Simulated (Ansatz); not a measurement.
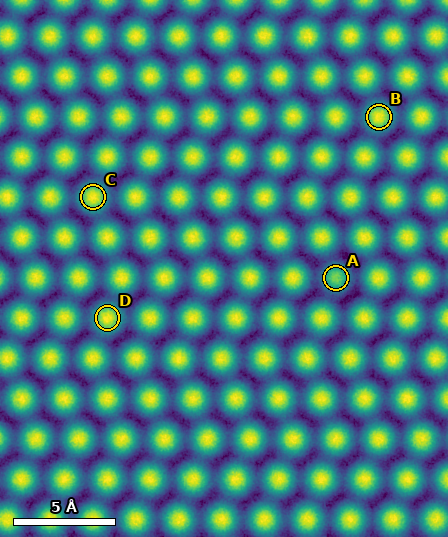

Z-contrast image of Co (P6_3/mmc, No. 194) along [100]. The image is simulated as a sum over atoms of Z^1.8, blurred by a 1.22 Å probe (no channelling). The display is stretched by a gamma of 0.65; percentages refer to the linear signal. Shot noise was added.

The sample is 4 repeats (9.9 Å) thick. One point defect was put into the perfect crystal, without relaxing the atoms around it. Brightness is counted from the darkest point of the image. Host structure: the geometry given to an electronic-structure calculation, possibly off equilibrium; the starting structure was generated, so it need not be a known form of this composition.

Which ringed column holds the defect, and does it scatter more or less than its equals?

A; it scatters less. The column holds 4 atoms (Co) through the sample, and one Co atom is missing, so its peak drops to about 70 % of that of its equals.
